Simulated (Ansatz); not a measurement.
The starting structures come from a database of crystals and need not be the phases stable at ambient conditions.

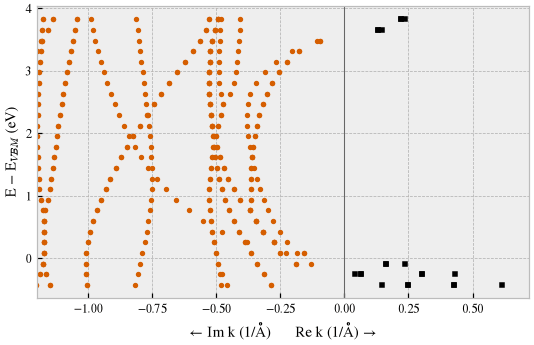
Figure: Complex bands at the centre of the two-dimensional zone; r2SCAN in Ansatz (a first-principles code)

No gap correction and no spin-orbit coupling; mid-gap values are interpolated between computed energies.

**Question.** This is Ba₂ScTaO₆ (Fm-3m, not sure to be the ambient phase, 10 atoms a cell, 14.4 Å³ an atom, -5 GPa at this level) along the normal of (111). Read off the slowest decay at the centre of the two-dimensional zone at 1.78 eV, the computed energy nearest the middle of the gap.

**Answer.** κ ≈ 0.36 1/Å, a decay length 1/(2κ) of the density of 1.4 Å.
